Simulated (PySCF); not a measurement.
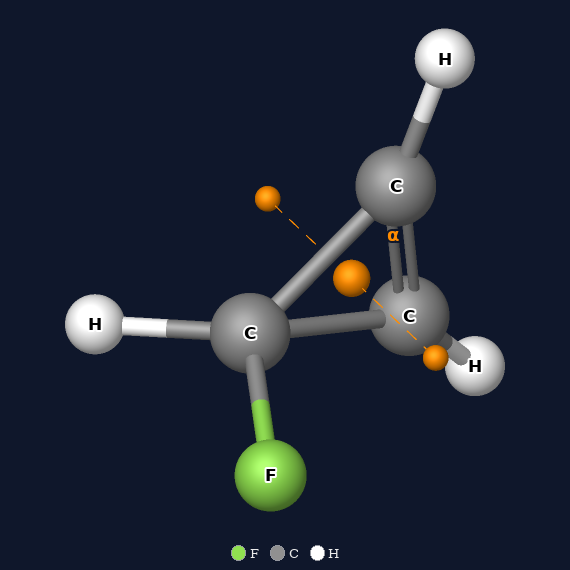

The small points mark where nucleus-independent chemical shifts (NICS) were computed: at the centre of each lettered ring and 1 Å above and below it. Geometry: a frame of a GFN2-xTB molecular-dynamics simulation, not a minimum. Level of theory: GIAO PBE0/pcSseg-1 NMR shielding, non-relativistic, gas phase (PySCF 2.14.0).

Give NICS(0), NICS(1) and the out-of-plane component NICS(1)zz for each ring (means of the two sides).

| ring | members | NICS(0) | NICS(1) | NICS(1)zz |
| --- | --- | --- | --- | --- |
| α | C3 | −28.4 | −9.7 | −19.1 |

Values in ppm.
